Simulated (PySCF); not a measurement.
# NMR shielding calculation of C₃H₁₁NSi₂

The run: NMR shielding calculation of C₃H₁₁NSi₂. Method and program: GIAO PBE0/pcSseg-1 NMR shielding, non-relativistic, gas phase (PySCF 2.14.0).

The geometry comes from this level: GFN2-xTB. It belongs to a series of runs on one base structure; here: C replaced by Si. Figures and captions count atoms from 1; the log counts them from 0 in places.

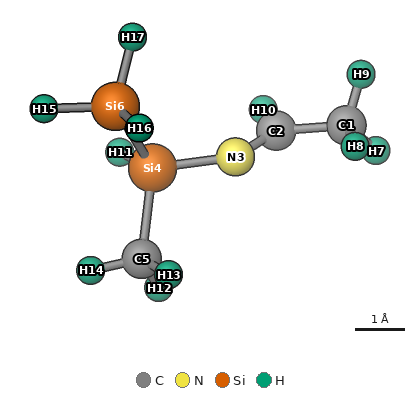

Figure 1. The input geometry (ball-and-stick view, seen at a tilt; atoms are numbered from 1 in the order of the input). Bond lengths as drawn: C–C 1.49 Å, C–H 1.09 to 1.10 Å, C–N 1.25 Å, C–Si 1.90 Å, H–Si 1.47 to 1.48 Å, N–Si 1.72 Å and Si–Si 2.31 Å.

### Key numbers

```csv
quantity,value
outcome,converged
total energy,−754.175176 hartree
HOMO,−6.84 eV
LUMO,−0.60 eV
dipole moment,1.81 D
"isotropic shielding, C",9.8 to 187.5 ppm
"isotropic shielding, N",−115.6 ppm
"isotropic shielding, Si",382.0 to 465.5 ppm
"isotropic shielding, H",22.9 to 31.7 ppm
hardware,"1 CPU thread, shared host"
wall time,23 s
peak memory,0.78 GiB
```

### The input
```
{"job": {"kind": "nmr", "xc": "PBE0", "basis": "pcSseg-1"}, "charge": 0, "multiplicity": 1}
C     -2.986687    -0.483245    -0.476977
C     -1.686577     0.160503    -0.816152
N     -0.683388     0.063599    -0.074330
Si     0.958458     0.557712    -0.155764
C      1.248842     1.480927     1.480809
Si     2.154301    -1.414186    -0.274523
H     -3.763391     0.275903    -0.393400
H     -2.906046    -1.028557     0.458727
H     -3.276590    -1.164813    -1.275654
H     -1.681153     0.720377    -1.762029
H      1.278881     1.504148    -1.250263
H      0.694233     2.413574     1.526654
H      0.943612     0.874576     2.327924
H      2.301674     1.716516     1.603821
H      3.590912    -1.147958    -0.410108
H      2.018167    -2.270176     0.906997
H      1.787753    -2.246871    -1.425642
```

The first line tells a small driver script what to run in PySCF; the rest is the geometry in Å.

Launch command:
```bash
OMP_NUM_THREADS=1 python <driver script> task.json out
```

### The program's output
```
coarse grid: 14392 points
cycle   1  E = -754.0730460879  dE =  3.231e-01  |g| = 5.349e-01  |ddm| = 3.562e+00
cycle   2  E = -753.9788381436  dE =  9.421e-02  |g| = 8.352e-01  |ddm| = 1.367e+00
cycle   3  E = -754.1383468266  dE = -1.595e-01  |g| = 1.440e-01  |ddm| = 9.684e-01
cycle   4  E = -754.1429465235  dE = -4.600e-03  |g| = 3.099e-02  |ddm| = 1.248e-01
cycle   5  E = -754.1431781166  dE = -2.316e-04  |g| = 5.184e-03  |ddm| = 3.261e-02
cycle   6  E = -754.1431856497  dE = -7.533e-06  |g| = 1.766e-03  |ddm| = 8.643e-03
final grid: 127560 points
cycle   7  E = -754.1751622313  dE = -2.525e-05  |g| = 7.414e-03  |ddm| = 2.153e-02
cycle   8  E = -754.1751558425  dE =  6.389e-06  |g| = 8.979e-03  |ddm| = 1.591e-02
cycle   9  E = -754.1751758747  dE = -2.003e-05  |g| = 1.234e-03  |ddm| = 9.282e-03
cycle  10  E = -754.1751761841  dE = -3.094e-07  |g| = 3.408e-04  |ddm| = 1.162e-03
cycle  11  E = -754.1751762087  dE = -2.463e-08  |g| = 5.343e-05  |ddm| = 2.880e-04
cycle  12  E = -754.1751762094  dE = -7.387e-10  |g| = 1.370e-05  |ddm| = 8.441e-05
```

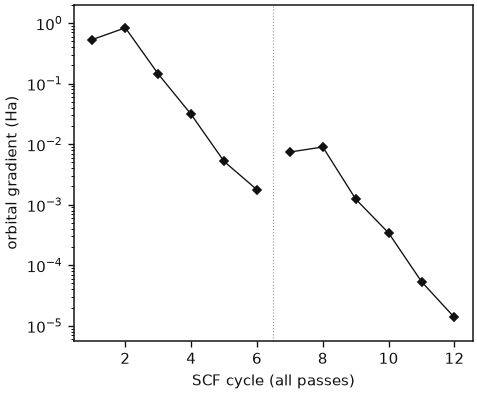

Figure 2. Convergence of the self-consistent field: orbital gradient against the SCF cycle. The dotted line marks the change from a coarse to the final integration grid. The first 6 cycles use a coarse grid, the final grid takes over at cycle 7, and the field converges after 12 cycles in all.

```
converged SCF energy = -754.1751762094

GIAO shielding tensors (ppm)
atom      isotropic    diamagn.    paramagn.     s11        s22        s33       span
  0 C      153.200     250.872     -97.673    134.401    137.099    188.099     53.698
  1 C        9.841     253.908    -244.067    -84.466    -10.684    124.673    209.139
  2 N     -115.583     334.878    -450.461   -439.836   -151.749    244.835    684.671
  3 Si     381.955     882.562    -500.607    349.099    366.352    430.414     81.316
  4 C      187.476     253.778     -66.301    178.407    190.431    193.591     15.184
  5 Si     465.534     881.143    -415.609    448.761    464.475    483.365     34.604
  6 H       29.493      28.064       1.430     27.276     27.480     33.725      6.449
  7 H       29.616      30.444      -0.827     26.598     29.108     33.142      6.543
  8 H       29.549      28.561       0.988     27.412     27.566     33.669      6.257
  9 H       22.911      31.590      -8.679     20.902     23.029     24.803      3.901
 10 H       26.292      30.540      -4.248     23.965     24.202     30.710      6.746
 11 H       31.137      31.022       0.114     26.870     28.303     38.237     11.367
 12 H       31.019      32.065      -1.046     27.017     28.688     37.351     10.335
 13 H       31.687      29.735       1.952     27.346     29.049     38.665     11.319
 14 H       28.485      29.261      -0.776     25.273     26.182     34.001      8.728
 15 H       28.238      29.934      -1.696     25.204     26.277     33.234      8.030
 16 H       28.510      29.883      -1.373     25.130     26.392     34.008      8.878
```

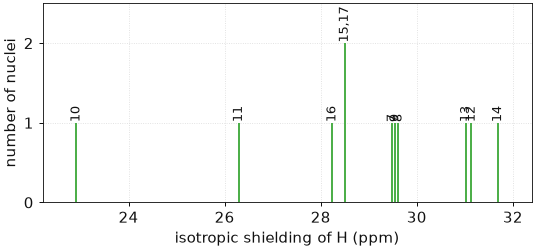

Figure 3. Isotropic shieldings of the hydrogen nuclei in this fixed geometry, labelled by atom number; shielding grows to the right, so chemical shift grows to the left. The least shielded is H10 (22.9 ppm), the most shielded H14 (31.7 ppm).

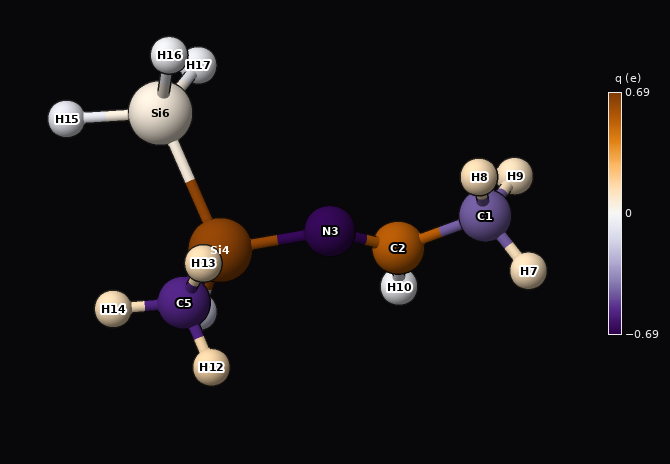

Figure 4. ESP-fitted charges, as the colour of each atom (ball-and-stick view, seen at a tilt; atoms are numbered from 1 in the order of the input). By element: C −0.55 to +0.54, N −0.66, Si +0.05 to +0.63 and H −0.17 to +0.15 e.
